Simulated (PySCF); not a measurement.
**BHLYP/def2-TZVP (core potential) run of SnS (SMILES [S][Sn])**

What is the energy change on altering one bond length of SnS at BHLYP/def2-TZVP (core potential)? Input form: a Python script.

The calculation is run with PySCF 2.14.0.

8 further runs of the same task are left out: 5 that didn't finish, 3 set aside as unsound or not needed. Runs told in other sessions of the task aren't counted.

### Step 1. The system as given

SnS: 2 atoms, total charge 0, spin state singlet. SMILES: `[S][Sn]`. The bond length is the measured one.

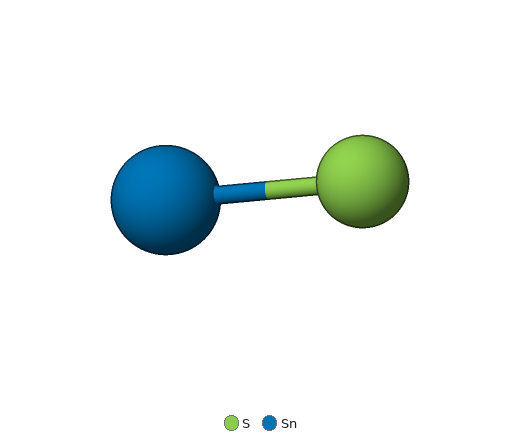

The structure, seen from a chosen angle (sulfur green, tin blue).

### Step 2. A single-point energy at BHLYP/def2-TZVP (core potential)

input.py

```python
# SnS
from pyscf import gto, dft

molecule = gto.M(
    atom='''
S      0.000000     0.000000     0.000000
Sn     0.000000     0.000000     4.174454
''',
    basis='def2-tzvp',
    spin=0,
    unit='bohr',
    ecp={'Sn': 'def2-svp'},
    max_memory=1860,
    verbose=3,
    charge=0,
)

myscf = dft.RKS(molecule, xc='bhandhlyp')
myscf.conv_tol = 1e-10
myscf.grids.level = 5
myscf.kernel()
if not myscf.converged:
    myscf = myscf.newton().run(myscf.mo_coeff, myscf.mo_occ)

e_final = myscf.e_tot
print('E(%s) = %.9f' % ('BHLYP', e_final))
```

Command:

```bash
$ OMP_NUM_THREADS=1 python input.py
```

Log:

```text
converged SCF energy = -612.476090078638
E(BHLYP) = -612.476090079
```

Run time: 8.1 s. Hardware: 1 thread of Arm Neoverse V1, shared host; peak memory 0.4 GiB.

### Step 3. The distorted shape at the same level

job.py

```python
from pyscf import gto, dft

mol = gto.M(
    atom='S 0.000000 0.000000 -2.650874; Sn 0.000000 0.000000 2.209026',
    max_memory=1860,
    verbose=4,
    basis='def2-tzvp',
    charge=0,
    ecp={'Sn': 'def2-svp'},
)

mf = dft.RKS(mol)
mf.xc = 'bhandhlyp'
mf.conv_tol = 1e-10
mf.grids.level = 5
mf.kernel()
if not mf.converged:
    mf = mf.newton().run(mf.mo_coeff, mf.mo_occ)

etot = mf.e_tot
print('Final energy', etot)
```

Command:

```bash
$ OMP_NUM_THREADS=1 python job.py
```

Log:

```text
PySCF version 2.14.0

[INPUT] num. atoms = 2
[INPUT] num. electrons = 38
[INPUT] charge = 0
[INPUT] spin (= nelec alpha-beta = 2S) = 0
[INPUT] symmetry False subgroup None
[INPUT] Mole.unit = angstrom
[INPUT] Symbol           X                Y                Z      unit          X                Y                Z       unit  Magmom
[INPUT]  1 S      0.000000000000   0.000000000000  -2.650874000000 AA    0.000000000000   0.000000000000  -5.009425850730 Bohr   0.0
[INPUT]  2 Sn     0.000000000000   0.000000000000   2.209026000000 AA    0.000000000000   0.000000000000   4.174454142043 Bohr   0.0

nuclear repulsion = 38.3280269643079
number of shells = 29
number of NR pGTOs = 154
number of NR cGTOs = 87
basis = def2-tzvp
ecp = {'Sn': 'def2-svp'}

******** <class 'pyscf.dft.rks.RKS'> ********
method = RKS
initial guess = minao
damping factor = 0
level_shift factor = 0
DIIS = <class 'pyscf.scf.diis.CDIIS'>
diis_start_cycle = 1
diis_space = 8
diis_damp = 0
SCF conv_tol = 1e-10
SCF conv_tol_grad = None
SCF max_cycles = 50
direct_scf = True
direct_scf_tol = 1e-13
XC library pyscf.dft.libxc version 7.0.0
    S. Lehtola, C. Steigemann, M. J.T. Oliveira, and M. A.L. Marques.,  SoftwareX 7, 1–5 (2018)
XC functionals = bhandhlyp
    Defined through Gaussian implementation.
radial grids:
    Treutler-Ahlrichs [JCP 102, 346 (1995); DOI:10.1063/1.469408] (M4) radial grids

[... 61 lines left out ...]
WARN: HOMO -0.213788296642298 == LUMO -0.213787943628127

cycle= 26 E= -605.724816807597  delta_E= 2.43  |g|= 2.75  |ddm|= 5.24
  HOMO = -0.309262474990121  LUMO = -0.041849851475772  gap/eV = 7.27667
cycle= 27 E= -611.509508865003  delta_E= -5.78  |g|= 0.907  |ddm|= 3.61
  HOMO = -0.165934991118919  LUMO = -0.149451664058716  gap/eV = 0.44853
cycle= 28 E= -612.156971755524  delta_E= -0.647  |g|= 0.23  |ddm|= 1.46
  HOMO = -0.217109235533521  LUMO = -0.164683918609956  gap/eV = 1.42657
cycle= 29 E= -612.170343561284  delta_E= -0.0134  |g|= 0.162  |ddm|= 0.352
  HOMO = -0.209167816152563  LUMO = -0.156514786867054  gap/eV = 1.43276
cycle= 30 E= -612.026648128303  delta_E= 0.144  |g|= 0.613  |ddm|=  0.6
  HOMO = -0.211841495560981  LUMO = -0.15859848518286  gap/eV = 1.44882
cycle= 31 E= -612.164157068103  delta_E= -0.138  |g|= 0.197  |ddm|= 0.318
  HOMO = -0.21274711569635  LUMO = -0.157330985036181  gap/eV = 1.50795
cycle= 32 E= -612.180218276489  delta_E= -0.0161  |g|= 0.0273  |ddm|= 0.138
  HOMO = -0.212853020943562  LUMO = -0.157095983060888  gap/eV = 1.51723
cycle= 33 E= -612.180543994421  delta_E= -0.000326  |g|= 0.00466  |ddm|= 0.0216
  HOMO = -0.212692210765586  LUMO = -0.156951908045109  gap/eV = 1.51677
cycle= 34 E= -612.180499411443  delta_E= 4.46e-05  |g|= 0.0127  |ddm|= 0.0141
  HOMO = -0.212748113836821  LUMO = -0.156988684615339  gap/eV = 1.51729
cycle= 35 E= -612.180553070987  delta_E= -5.37e-05  |g|= 0.00767  |ddm|= 0.0141
  HOMO = -0.212793556549913  LUMO = -0.156928834481525  gap/eV = 1.52016
cycle= 36 E= -612.18058055683  delta_E= -2.75e-05  |g|= 0.000281  |ddm|= 0.00929
  HOMO = -0.212780173581941  LUMO = -0.156904752921653  gap/eV = 1.52045
cycle= 37 E= -612.180580693167  delta_E= -1.36e-07  |g|= 0.000111  |ddm|= 0.00166
  HOMO = -0.212778272197092  LUMO = -0.156907341810315  gap/eV = 1.52033
cycle= 38 E= -612.18058068984  delta_E= 3.33e-09  |g|= 0.000185  |ddm|= 0.000522
  HOMO = -0.21278005178005  LUMO = -0.156907856276569  gap/eV = 1.52036
cycle= 39 E= -612.180580704871  delta_E= -1.5e-08  |g|= 5.01e-06  |ddm|= 0.000152
  HOMO = -0.212780098908318  LUMO = -0.156907777531147  gap/eV = 1.52036
cycle= 40 E= -612.18058070488  delta_E= -9.21e-12  |g|= 2.27e-06  |ddm|= 2.92e-06
  HOMO = -0.212780499914639  LUMO = -0.156907777766199  gap/eV = 1.52037
Extra cycle  E= -612.180580704444  delta_E= 4.36e-10  |g|= 3.16e-05  |ddm|= 2.89e-05
converged SCF energy = -612.180580704444
Final energy -612.1805807044437
```

Wall time 22 s (1 thread of Arm Neoverse V1, shared host); peak memory 0.4 GiB.

### Step 4. Outcome

Level: BHLYP/def2-TZVP (core potential).

```
                                                          quantity          value
                                         first shape: total energy  -612.47609 Eh
                                        first shape: dipole moment         3.73 D
                                          first shape: HOMO energy       -8.14 eV
                                          first shape: LUMO energy       -1.78 eV
                                        first shape: HOMO–LUMO gap        6.36 eV
                                     distorted shape: total energy  -612.18058 Eh
                                    distorted shape: dipole moment        10.16 D
                                      distorted shape: HOMO energy       -5.79 eV
                                      distorted shape: LUMO energy       -4.27 eV
                                    distorted shape: HOMO–LUMO gap        1.52 eV
energy change with the S1–Sn2 bond stretched from 2.209 to 4.860 Å       8.041 eV
```

**Reading.** One bond (distorted shape) is far stretched, which a spin-restricted single reference describes badly; a broken-symmetry solution may lie lower. With the S1–Sn2 bond stretched from 2.209 to 4.860 Å the energy rises by 8.04 eV (185 kcal/mol). The first shape isn't relaxed at this level, so the change isn't measured from a minimum. A restricted reference can't describe the breaking bond well at this length.
